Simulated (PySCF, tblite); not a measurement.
# C₆H₆N₂: excited states, first hyperpolarisability

Aim: compute the excited states, first hyperpolarisability of C₆H₆N₂ (`Cn1cccc1C#N`).

Computed with tblite 0.8.0 and PySCF 2.14.0 and routines of our own; the level stands in each step. Atoms count from 0.

## (1) The system as given

14 atoms, charge 0, multiplicity 1; geometry from: force field or distance geometry start.

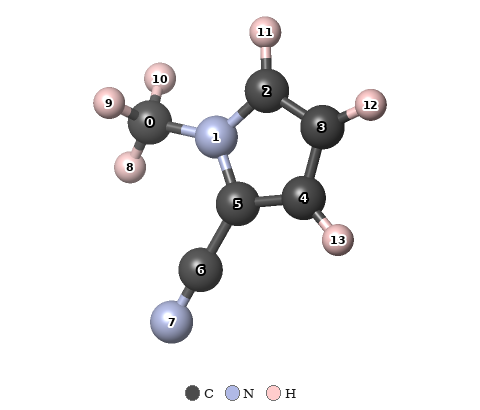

The starting geometry (carbon dark grey, nitrogen light blue, hydrogen pink).

## (2) Relaxing the molecule with GFN2-xTB

Job settings and geometry (Å):

```
{"job": {"kind": "relax", "xc": "GFN2-xTB", "basis": "xTB"}, "charge": 0, "multiplicity": 1}
C     -1.787700    -0.435200    -0.269600
N     -0.406400    -0.268800     0.099100
C      0.318300    -0.933100     1.044300
C      1.611100    -0.464400     1.075000
C      1.645200     0.520700     0.106300
C      0.398200     0.635000    -0.496100
C      0.045100     1.562000    -1.562100
N     -0.241600     2.311400    -2.387700
H     -2.217700     0.453800    -0.745500
H     -1.930600    -1.347500    -0.896200
H     -2.366500    -0.583300     0.678800
H     -0.050600    -1.732900     1.708700
H      2.421100    -0.792000     1.729700
H      2.561500     1.073800    -0.107000
```

Started as:

```console
OMP_NUM_THREADS=1 python excited_run.py task.json out
```

One launch serves the whole session: the jobs run in the order shown.

What it wrote:

```text
step      E/eV     max force
  0    -590.56002    2.131
  1    -590.68717    1.986
  2    -590.71051    3.297
  3    -590.77448    0.732
  4    -590.80698    0.654
  5    -590.82238    0.330
  6    -590.82760    0.262
  7    -590.83398    0.337
  8    -590.83768    0.264
  9    -590.83970    0.096
 10    -590.84099    0.097
 11    -590.84193    0.111
 12    -590.84238    0.074
 13    -590.84263    0.051
 14    -590.84292    0.068
 15    -590.84334    0.094
 16    -590.84375    0.076
 17    -590.84403    0.041
 18    -590.84424    0.041
 19    -590.84449    0.067
 20    -590.84476    0.071
 21    -590.84494    0.046
 22    -590.84501    0.024
 23    -590.84505    0.024
 24    -590.84510    0.030
 25    -590.84515    0.028
 26    -590.84518    0.022
 27    -590.84521    0.022
 28    -590.84524    0.023
 29    -590.84528    0.024
 30    -590.84533    0.017
 31    -590.84538    0.014
 32    -590.84541    0.014
 33    -590.84543    0.014
 34    -590.84544    0.008
```

Wall time 0.19 s (1 thread of Intel Xeon at 2.60GHz, shared host).

Step by step: (not every step is listed)

| step | energy from step 0 (eV) | largest force (eV/Å) |
| --- | --- | --- |
| 0 | 0.0000 | 2.1310 |
| 1 | -0.1272 | 1.9864 |
| 2 | -0.1505 | 3.2968 |
| 3 | -0.2145 | 0.7315 |
| 4 | -0.2470 | 0.6537 |
| 5 | -0.2624 | 0.3302 |
| 6 | -0.2676 | 0.2622 |
| 7 | -0.2740 | 0.3366 |
| 8 | -0.2777 | 0.2638 |
| 10 | -0.2810 | 0.0972 |
| 12 | -0.2824 | 0.0738 |
| 14 | -0.2829 | 0.0684 |
| 16 | -0.2837 | 0.0763 |
| 18 | -0.2842 | 0.0415 |
| 20 | -0.2847 | 0.0712 |
| 22 | -0.2850 | 0.0242 |
| 24 | -0.2851 | 0.0296 |
| 26 | -0.2852 | 0.0224 |
| 28 | -0.2852 | 0.0233 |
| 29 | -0.2853 | 0.0242 |
| 30 | -0.2853 | 0.0174 |
| 31 | -0.2854 | 0.0145 |
| 32 | -0.2854 | 0.0137 |
| 33 | -0.2854 | 0.0144 |
| 34 | -0.2854 | 0.0084 |

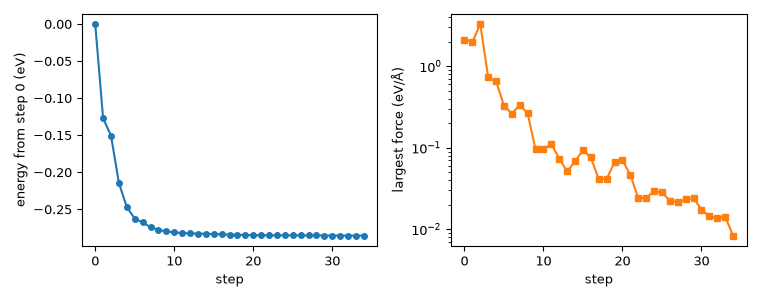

Energy and largest force along the relaxation.

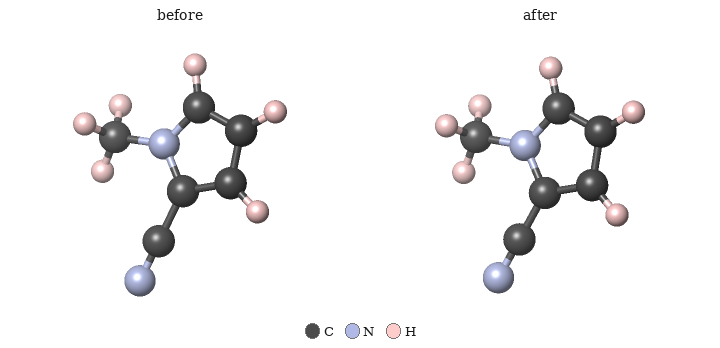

Before and after, at one scale.

Close pairs (by a distance rule), those that changed most:

| bond | before (Å) | after (Å) | change (Å) |
| --- | --- | --- | --- |
| C5–C6 | 1.456 | 1.396 | -0.060 |
| C2–H11 | 1.103 | 1.073 | -0.031 |
| C0–H10 | 1.121 | 1.090 | -0.030 |
| C0–H9 | 1.116 | 1.094 | -0.022 |
| N1–C5 | 1.349 | 1.370 | +0.021 |
| C3–H12 | 1.092 | 1.072 | -0.020 |
| C4–H13 | 1.091 | 1.072 | -0.019 |
| C3–C4 | 1.382 | 1.398 | +0.016 |

The next job starts from the end point, and lists it.

## (3) Vibrational analysis with GFN2-xTB

Job settings and geometry (Å):

```
{"job": {"kind": "ir", "xc": "GFN2-xTB", "basis": "xTB"}, "charge": 0, "multiplicity": 1}
C     -1.772499    -0.444713    -0.233749
N     -0.394304    -0.238852     0.112774
C      0.300636    -0.922026     1.046574
C      1.598864    -0.467148     1.066221
C      1.701207     0.536000     0.097997
C      0.449262     0.659447    -0.485272
C      0.035791     1.522271    -1.501711
N     -0.304778     2.233530    -2.337792
H     -2.151226     0.431313    -0.759736
H     -1.883635    -1.316642    -0.884779
H     -2.363999    -0.604730     0.668303
H     -0.169693    -1.682387     1.639069
H      2.383908    -0.816829     1.706433
H      2.569789     1.110295    -0.156500
```

What it wrote:

```text
mode    cm-1     km/mol
  1     -16.2      0.04
  2     138.4      8.86
  3     144.3      5.44
  4     214.8      0.01
  5     332.6      1.44
  6     466.8     11.91
  7     525.1      2.43
  8     568.8      0.88
  9     582.6      4.55
 10     609.9      0.63
 11     730.6      0.08
 12     775.8     14.63
 13     814.8      5.62
 14     842.4      0.43
 15     869.7      1.22
 16    1027.1      2.30
 17    1072.2      3.62
 18    1091.0      5.59
 19    1106.3      2.62
 20    1172.2      5.48
 21    1194.9      0.51
 22    1355.6     14.88
 23    1410.1      9.47
 24    1414.0      3.58
 25    1436.0     55.01
 26    1461.9     14.72
 27    1467.3     51.56
 28    1481.6      9.04
 29    1539.1     33.34
 30    2361.3    356.28
 31    2965.8     24.64
 32    3011.3     20.03
 33    3028.1      5.74
 34    3160.3      7.00
 35    3170.8     20.09
 36    3180.9     24.32
```

Wall time 0.39 s (1 thread of Intel Xeon at 2.60GHz, shared host).

The strongest bands and the atoms that carry them (share of the mass-weighted mode):

| cm⁻¹ | km/mol | atoms |
| --- | --- | --- |
| 1436 | 55.0 | C5 32 %, C3 22 %, N1 15 %, C2 13 % |
| 1467 | 51.6 | N1 25 %, H9 16 %, H10 15 %, C2 13 % |
| 1539 | 33.3 | C5 31 %, C4 23 %, C2 20 %, C3 14 % |
| 2361 | 356.3 | C6 61 %, N7 38 % |
| 2966 | 24.6 | H9 90 % |
| 3011 | 20.0 | H10 92 % |
| 3171 | 20.1 | H13 55 %, H12 26 %, H11 11 % |
| 3181 | 24.3 | H12 49 %, H13 36 % |

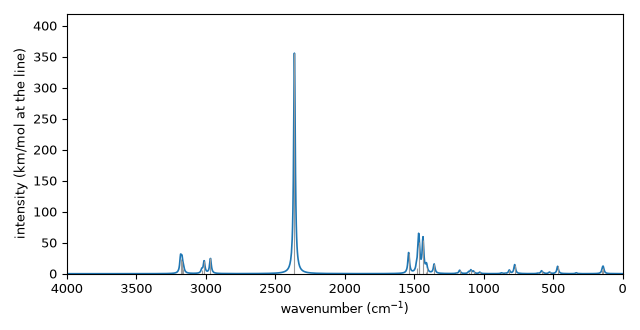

The infrared spectrum from these modes, unscaled. Lines are broadened to a width of 14 cm⁻¹ (Lorentzian).

## (4) Excited states: TDA B3LYP/def2-SVP

Settings changed since step 3:

```diff
@@ -1,2 +1,2 @@
-{"job": {"kind": "ir", "xc": "GFN2-xTB", "basis": "xTB"}, "charge": 0, "multiplicity": 1}
+{"job": {"kind": "states", "xc": "B3LYP", "basis": "def2-SVP", "tda": true, "soc": true, "nstates": 5, "ntriplets": 5, "nquad": 4}, "charge": 0, "multiplicity": 1}
 C     -1.772499    -0.444713    -0.233749
```

Method: TDA B3LYP/def2-SVP excited states, vertical, gas phase, spin-orbit mean-field couplings.

What it wrote:

```text
coarse grid: 12360 points
cycle   1  E = -341.3415837015  dE =  1.447e+00  |g| = 5.366e-01  |ddm| = 4.695e+00
cycle   2  E = -341.1155207435  dE =  2.261e-01  |g| = 1.132e+00  |ddm| = 1.683e+00
cycle   3  E = -341.4097702637  dE = -2.942e-01  |g| = 1.584e-01  |ddm| = 1.128e+00
cycle   4  E = -341.4152709313  dE = -5.501e-03  |g| = 6.332e-02  |ddm| = 2.135e-01
cycle   5  E = -341.4160310297  dE = -7.601e-04  |g| = 3.075e-02  |ddm| = 8.892e-02
cycle   6  E = -341.4162666340  dE = -2.356e-04  |g| = 5.136e-03  |ddm| = 3.962e-02
cycle   7  E = -341.4162725951  dE = -5.961e-06  |g| = 1.263e-03  |ddm| = 6.814e-03
final grid: 121464 points
cycle   8  E = -341.4764729202  dE = -3.488e-05  |g| = 5.587e-03  |ddm| = 3.951e-02
cycle   9  E = -341.4764676449  dE =  5.275e-06  |g| = 7.356e-03  |ddm| = 1.428e-02
cycle  10  E = -341.4764806691  dE = -1.302e-05  |g| = 1.384e-03  |ddm| = 8.287e-03
cycle  11  E = -341.4764810658  dE = -3.967e-07  |g| = 4.468e-04  |ddm| = 1.472e-03
cycle  12  E = -341.4764811052  dE = -3.938e-08  |g| = 1.528e-04  |ddm| = 4.552e-04
cycle  13  E = -341.4764811096  dE = -4.450e-09  |g| = 5.940e-05  |ddm| = 1.763e-04
cycle  14  E = -341.4764811105  dE = -8.205e-10  |g| = 1.683e-05  |ddm| = 7.923e-05
converged SCF energy = -341.4764811105

Singlet excitations
state   eV       nm        f     d(h-e)  d(exc)  Lambda  PR(NTO)  |dmu|/D   mu/D   main configurations
  1   5.7806   214.5   0.03615   1.571   3.107   0.436   1.042    3.940    7.947   H->L+1 0.86, H->L 0.09
  2   5.8377   212.4   0.27434   0.940   2.997   0.690   1.341    1.880    6.038   H->L 0.57, H-1->L 0.18, H->L+1 0.11
  3   6.1524   201.5   0.16003   0.477   3.026   0.661   1.388    0.860    4.146   H-1->L 0.56, H->L 0.23, H->L+2 0.16
  4   6.9338   178.8   0.00157   2.515   3.534   0.268   1.042    5.782    9.712   H-1->L+1 0.97
  5   6.9887   177.4   0.00435   2.090   3.917   0.297   1.052                     H->L+3 0.92

Triplet excitations (Tamm-Dancoff)
state   eV     d(h-e)  d(exc)  Lambda  PR(NTO)   main configurations
  1   3.7362   0.291   2.772   0.772   1.046   H->L 0.96
  2   4.7254   0.902   2.785   0.600   1.032   H-1->L 0.96
  3   5.5213   1.356   2.986   0.400   1.056   H->L+1 0.92
  4   5.6129   0.556   2.637   0.709   1.181   H->L+2 0.83
  5   6.2836   0.460   2.479   0.712   1.186   H-1->L+2 0.85
S1 - T1 = 2.0444 eV

Spin-orbit couplings |<S|Hso|T>| (cm-1)
             T1       T2       T3       T4       T5
S0        0.262    0.235   12.232    1.741    0.093
S1        9.193    0.765    5.683    5.881    0.831
S2        3.508    0.214   13.141    3.707    0.283
S3        0.409    0.093    7.069    1.150    0.264
S4        1.285    8.607    0.239    2.295    5.032
S5        1.901    1.521    1.665    0.524    0.865
T1 sublevels (cm-1): 0.000 0.000 0.000   radiative rates (1/s): 0.0145 0.000522 0.0447
```

It took 16 s on 1 thread of Intel Xeon at 2.60GHz, shared host; peak memory 0.73 GiB.

From this job:

| quantity | value |
| --- | --- |
| S1 less T1 | 2.04 eV |

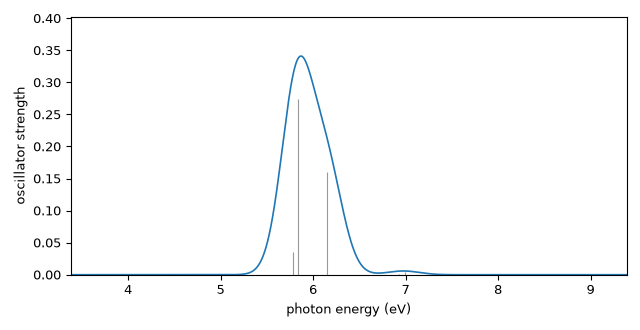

Absorption lines of the singlets. Lines are broadened to a width of 0.40 eV (Gaussian).

## (5) Excited states: TDDFT B3LYP/aug-cc-pVDZ

Settings changed since step 4:

```diff
@@ -1,2 +1,2 @@
-{"job": {"kind": "states", "xc": "B3LYP", "basis": "def2-SVP", "tda": true, "soc": true, "nstates": 5, "ntriplets": 5, "nquad": 4}, "charge": 0, "multiplicity": 1}
+{"job": {"kind": "states", "xc": "B3LYP", "basis": "aug-cc-pVDZ", "tpa": true, "nstates": 6, "nquad": 5, "ntriplets": 0}, "charge": 0, "multiplicity": 1}
 C     -1.772499    -0.444713    -0.233749
```

With the program's defaults for keys left out, this is: TDDFT B3LYP/aug-cc-pVDZ excited states, vertical, gas phase, two-photon moments by quadratic response.

What it wrote:

```text
coarse grid: 12360 points
cycle   1  E = -341.6614777453  dE =  1.530e+00  |g| = 5.374e-01  |ddm| = 2.671e+01
cycle   2  E = -341.4395306645  dE =  2.219e-01  |g| = 1.125e+00  |ddm| = 6.157e+00
cycle   3  E = -341.7286761755  dE = -2.891e-01  |g| = 1.724e-01  |ddm| = 4.339e+00
cycle   4  E = -341.7353083222  dE = -6.632e-03  |g| = 6.420e-02  |ddm| = 8.065e-01
cycle   5  E = -341.7360842240  dE = -7.759e-04  |g| = 3.167e-02  |ddm| = 3.188e-01
cycle   6  E = -341.7363366213  dE = -2.524e-04  |g| = 5.835e-03  |ddm| = 1.127e-01
cycle   7  E = -341.7363441220  dE = -7.501e-06  |g| = 1.479e-03  |ddm| = 2.266e-02
final grid: 121464 points
cycle   8  E = -341.7641772255  dE = -3.082e-05  |g| = 6.283e-03  |ddm| = 5.680e-01
cycle   9  E = -341.7641691634  dE =  8.062e-06  |g| = 8.576e-03  |ddm| = 6.923e-02
cycle  10  E = -341.7641870272  dE = -1.786e-05  |g| = 1.475e-03  |ddm| = 2.734e-02
cycle  11  E = -341.7641874859  dE = -4.588e-07  |g| = 4.677e-04  |ddm| = 5.565e-03
cycle  12  E = -341.7641875270  dE = -4.103e-08  |g| = 1.780e-04  |ddm| = 1.936e-03
cycle  13  E = -341.7641875332  dE = -6.197e-09  |g| = 7.053e-05  |ddm| = 6.874e-04
cycle  14  E = -341.7641875343  dE = -1.105e-09  |g| = 1.934e-05  |ddm| = 2.678e-04
cycle  15  E = -341.7641875344  dE = -9.481e-11  |g| = 5.981e-06  |ddm| = 9.200e-05
converged SCF energy = -341.7641875344

Singlet excitations
state   eV       nm        f     d(h-e)  d(exc)  Lambda  PR(NTO)  |dmu|/D   mu/D   delta(TPA)   sigma/GM   main configurations
  1   5.3322   232.5   0.30305   0.551   3.286   0.710   1.219    1.591    4.913       43.75      0.456   H->L 0.89
  2   5.3602   231.3   0.01568   2.143   4.751   0.227   1.009    8.780    5.573      120.33      1.267   H->L+1 0.94
  3   5.6491   219.5   0.00099   1.710   3.332   0.396   1.011    4.663    8.818        1.81      0.021   H->L+4 0.86
  4   5.7268   216.5   0.04484   0.577   3.293   0.560   1.576    1.376    4.617      127.54      1.532   H-1->L 0.77, H->L+5 0.12
  5   5.8647   211.4   0.00134   1.390   5.143   0.183   1.007    6.237    3.295       29.09      0.367   H->L+2 0.95
  6   6.0736   204.1   0.01273   0.697   4.843   0.246   1.236                                            H->L+3 0.85, H-1->L+1 0.10
```

Run time: 42 s. Hardware: 1 thread of Intel Xeon at 2.60GHz, shared host; peak memory 0.85 GiB.

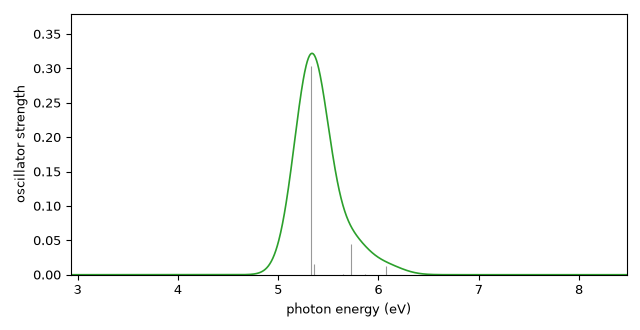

Absorption lines of the singlets. Lines are broadened to a width of 0.40 eV (Gaussian).

## (6) First hyperpolarisability: quadratic response CAM-B3LYP/aug-cc-pVDZ

Settings changed since step 5:

```diff
@@ -1,2 +1,2 @@
-{"job": {"kind": "states", "xc": "B3LYP", "basis": "aug-cc-pVDZ", "tpa": true, "nstates": 6, "nquad": 5, "ntriplets": 0}, "charge": 0, "multiplicity": 1}
+{"job": {"kind": "beta", "xc": "CAM-B3LYP", "basis": "aug-cc-pVDZ", "wavelengths": [1064, 800]}, "charge": 0, "multiplicity": 1}
 C     -1.772499    -0.444713    -0.233749
```

Method: quadratic response CAM-B3LYP/aug-cc-pVDZ first hyperpolarisability, Taylor convention, gas phase.

What it wrote:

```text
coarse grid: 12360 points
cycle   1  E = -341.4747582591  dE =  1.838e+00  |g| = 5.343e-01  |ddm| = 2.533e+01
cycle   2  E = -341.3640621123  dE =  1.107e-01  |g| = 9.263e-01  |ddm| = 5.396e+00
cycle   3  E = -341.5504719505  dE = -1.864e-01  |g| = 6.513e-02  |ddm| = 3.844e+00
cycle   4  E = -341.5509930001  dE = -5.210e-04  |g| = 5.330e-02  |ddm| = 3.754e-01
cycle   5  E = -341.5516544001  dE = -6.614e-04  |g| = 1.322e-02  |ddm| = 2.911e-01
cycle   6  E = -341.5516941246  dE = -3.972e-05  |g| = 2.903e-03  |ddm| = 5.066e-02
cycle   7  E = -341.5516961443  dE = -2.020e-06  |g| = 1.090e-03  |ddm| = 1.725e-02
final grid: 121464 points
cycle   8  E = -341.5799987707  dE = -2.060e-05  |g| = 3.830e-03  |ddm| = 3.795e-01
cycle   9  E = -341.5799986733  dE =  9.742e-08  |g| = 4.170e-03  |ddm| = 4.325e-02
cycle  10  E = -341.5800025616  dE = -3.888e-06  |g| = 7.573e-04  |ddm| = 1.325e-02
cycle  11  E = -341.5800026740  dE = -1.124e-07  |g| = 2.951e-04  |ddm| = 2.946e-03
cycle  12  E = -341.5800026908  dE = -1.675e-08  |g| = 1.243e-04  |ddm| = 1.930e-03
cycle  13  E = -341.5800026942  dE = -3.449e-09  |g| = 3.195e-05  |ddm| = 5.294e-04
cycle  14  E = -341.5800026945  dE = -2.972e-10  |g| = 1.316e-05  |ddm| = 1.499e-04
converged SCF energy = -341.5800026945

Lowest singlets (eV, f): 5.4721 0.3243  5.7935 0.0078  5.9883 0.0006

First hyperpolarisability (au)
process     nm      |vector|   parallel      HRS      DR
static         -       84.98      46.76      85.25   1.776
shg       1064.0      110.12      59.34     105.45   1.833
eope      1064.0       92.19      50.42          -       -
shg        800.0      139.56      73.52     127.84   1.885
eope       800.0       98.45      53.56          -       -
```

Wall time 42 s (1 thread of Intel Xeon at 2.60GHz, shared host); peak memory 0.94 GiB.

## (7) Results

| quantity | value |
| --- | --- |
| strongest single infrared mode (GFN2-xTB) | 2361 cm⁻¹, 356 km/mol |
| zero-point energy (GFN2-xTB) | 66.8 kcal/mol |
| S1 less T1 (step 4, TDA B3LYP/def2-SVP) | 2.04 eV |
| β vector (step 6, quadratic response CAM-B3LYP/aug-cc-pVDZ) | static 85, SHG 1064.0 nm 110, SHG 800.0 nm 140 au |

In words: The lowest mode is slightly imaginary (16i cm⁻¹), a soft motion within the noise of the Hessian, so the minimum is not strictly shown. The strongest single mode, at 2361 cm⁻¹, moves mainly C6 and N7. Unscaled tight-binding wavenumbers are off by several per cent, some by more. Its intensities can rank the bands wrongly. In step 4, the number of triplets below S1 is 4, and the largest singlet-triplet spin-orbit coupling is S2–T3, 13.14 cm⁻¹. β grows from 85 au (static) to 140 au for doubling at 800.0 nm: normal dispersion, which grows as twice the photon energy moves toward the bright states.
